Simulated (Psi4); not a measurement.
# S2 (sulfur dimer): UCCSD(T)/DZ (density fitting, density fitting for correlation, Cartesian functions, num frozen uocc 1, qc module occ)

Aim: energy and gradient of S2 (sulfur dimer). Input form: a Python script.

The calculation is run with Psi4 1.11.

3 further runs of the same task are left out: 2 that didn't finish, 1 set aside as unsound or not needed.

## Step 1: The molecule

The species is S2 (2 atoms), meant as a triplet with charge 0. As SMILES, `S=S`. The bond length is the measured one.

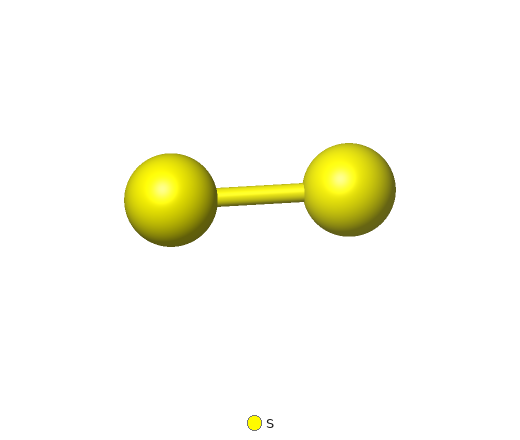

The structure, seen from a chosen angle (sulfur yellow).

## Step 2: Energy and forces at UCCSD(T)/DZ (density fitting, density fitting for correlation, Cartesian functions, num frozen uocc 1, qc module occ)

Input file s2.xyz:

```xyz
2
S2
S      0.000000     0.000000     0.000000
S      0.000000     0.000000     1.889200
```

Input file run.py:

```python
import psi4

psi4.set_memory('1600 MB')
psi4.set_num_threads(1)
psi4.core.set_output_file('s2.out', False)

with open('s2.xyz') as f:
    atoms = ''.join(f.readlines()[2:])
geom = psi4.geometry('0 3\n' + atoms + '')

options = {'basis': 'DZ', 'reference': 'uhf', 'scf_type': 'df', 'freeze_core': True, 'cc_type': 'df', 'qc_module': 'occ', 'num_frozen_uocc': 1}
psi4.set_options(options)

energy_value, wavefunction = psi4.gradient("ccsd(t)", molecule=geom, return_wfn=True)
print('gradient / Eh bohr^-1')
print(energy_value.np.round(6))
print(f'energy = {wavefunction.energy():.10f} Eh')
for k, v in sorted(psi4.core.scalar_variables().items()):
    print(f'{k:45s} {v:18.10f}')
```

Started as:

```sh
python run.py
```

s2.out:

```text
[...]
  Running in d2h symmetry.
[...]
  Nuclear repulsion =   71.707265472962092
[...]
  Multiplicity = 3
[...]
  Nalpha       = 17
  Nbeta        = 15
[...]
    Number of basis functions: 36
[...]
   @DF-UHF iter   1:  -794.91082074673295   -3.16714e-01   1.21218e-02 DIIS/ADIIS
[...]
   @DF-UHF iter  12:  -794.92706220849914    2.27374e-13   2.43067e-11 DIIS
[...]
   @S^2 Observed:                2.015337817E+00
[...]
    Orbital Energies [Eh]
    ---------------------
    Alpha Occupied:
       1Ag   -92.036031     1B1u  -92.036028     2Ag    -9.042811
       2B1u   -9.042509     1B3u   -6.725611     1B2u   -6.725611
       1B2g   -6.725528     1B3g   -6.725528     3Ag    -6.718725
       3B1u   -6.717790     4Ag    -1.168567     4B1u   -0.874002
       2B3u   -0.556287     2B2u   -0.556287     5Ag    -0.519707
       2B2g   -0.391771     2B3g   -0.391771
    Alpha Virtual:
       5B1u    0.132163     6Ag     0.570657     3B3u    0.678599
       3B2u    0.678599     7Ag     0.679659     6B1u    0.698776
       3B2g    0.729405     3B3g    0.729405     7B1u    0.805390
[...]
  @DF-UHF Final Energy:  -794.92706220849914
   => Energetics <=
    Nuclear Repulsion Energy =             71.7072654729620922
    One-Electron Energy =               -1240.8662728465583314
    Two-Electron Energy =                 374.2319451650971018
    Total Energy =                       -794.9270622084991373
  UHF NO Occupations:
  HONO-2 :    2B3u 1.9972718
  HONO-1 :    2B3g 1.0000000
[...]
 Multipole Moments:
 ------------------------------------------------------------------------------------
     Multipole            Electronic (a.u.)      Nuclear  (a.u.)        Total (a.u.)
 ------------------------------------------------------------------------------------
 L = 1.  Multiply by 2.5417464519 to convert [e a0] to [Debye]
 Dipole X            :          0.0000000            0.0000000            0.0000000
 Dipole Y            :          0.0000000            0.0000000            0.0000000
 Dipole Z            :          0.0000000            0.0000000            0.0000000
 Magnitude           :                                                    0.0000000
[...]
	Warning: cc_lambda option is changed to TRUE
	For this residual convergence, default PCG convergence is:     1.00e-07
[...]
	DF-SCS-MP2 Total Energy (a.u.)     :  -795.02866496863135
	DF-SOS-MP2 Total Energy (a.u.)     :  -795.02427056243482
	DF-SCS(N)-MP2 Total Energy (a.u.)  :  -794.98974622004664
[...]
	DF-MP2 Total Energy (a.u.)         :  -795.03745378102462
[...]
	DF-CCSD Total Energy (a.u.)        :  -795.04529726023850
[...]
	DF-CCSD(T) Total Energy (a.u.)     :  -795.04832505772129
[...]
```

The script printed:

```text
gradient / Eh bohr^-1
[[-0.       -0.        0.116273]
 [ 0.        0.       -0.116273]]
energy = -795.0483250577 Eh
(T) CORRECTION ENERGY                              -0.0030277975
CCSD CORRELATION ENERGY                            -0.1182350517
CCSD DOUBLES ENERGY                                -0.1182350517
CCSD SINGLES ENERGY                                 0.0000000000
CCSD TOTAL ENERGY                                -795.0452972602
CCSD(T) CORRELATION ENERGY                         -0.1212628492
CCSD(T) TOTAL ENERGY                             -795.0483250577
CURRENT CORRELATION ENERGY                         -0.1212628492
CURRENT ENERGY                                   -795.0483250577
CURRENT REFERENCE ENERGY                         -794.9270622085
DD SOLVATION ENERGY                                 0.0000000000
HF KINETIC ENERGY                                 795.1749266717
HF POTENTIAL ENERGY                             -1590.1019888802
HF TOTAL ENERGY                                  -794.9270622085
HF VIRIAL RATIO                                     1.9996882894
MP2 CORRELATION ENERGY                             -0.1103915725
MP2 DOUBLES ENERGY                                 -0.1103915725
MP2 OPPOSITE-SPIN CORRELATION ENERGY               -0.0747756569
MP2 SAME-SPIN CORRELATION ENERGY                   -0.0356159157
MP2 SINGLES ENERGY                                  0.0000000000
MP2 TOTAL ENERGY                                 -795.0374537810
NUCLEAR REPULSION ENERGY                           71.7072654730
ONE-ELECTRON ENERGY                             -1240.8662728466
PCM POLARIZATION ENERGY                             0.0000000000
PE ENERGY                                           0.0000000000
SCF ITERATION ENERGY                             -794.9270622085
SCF ITERATIONS                                     12.0000000000
SCF TOTAL ENERGY                                 -794.9270622085
SCS(N)-MP2 CORRELATION ENERGY                      -0.0626840115
SCS(N)-MP2 TOTAL ENERGY                          -794.9897462200
SCS-MP2 CORRELATION ENERGY                         -0.1016027601
SCS-MP2 TOTAL ENERGY                             -795.0286649686
SOS-MP2 CORRELATION ENERGY                         -0.0972083539
SOS-MP2 TOTAL ENERGY                             -795.0242705624
TWO-ELECTRON ENERGY                               374.2319451651
```

Run time: 8.7 s. Hardware: 1 thread of Intel Xeon Platinum 8559C (Emerald Rapids), shared host; peak memory 0.61 GiB.

## Step 3: What came out

At UCCSD(T)/DZ (density fitting, density fitting for correlation, Cartesian functions, num frozen uocc 1, qc module occ), 10 core orbitals frozen:

| quantity | value |
| --- | --- |
| total energy | -795.04833 Eh |
| HOMO energy (Hartree–Fock orbitals) (highest over α and β) | -10.66 eV |
| LUMO energy (Hartree–Fock orbitals) (lowest over α and β) | -0.23 eV |
| correlation energy (10 core orbitals frozen) | -121.3 mEh |
| (T) correction | -3.03 mEh |
| ⟨S²⟩ of the reference determinant | 2.015 |
| largest force on an atom | 5.979 eV/Å |

In words: The triples make up 2.5 % of the correlation energy. The largest force is 5.98 eV/Å: the shape isn't a stationary point for this species at this level.
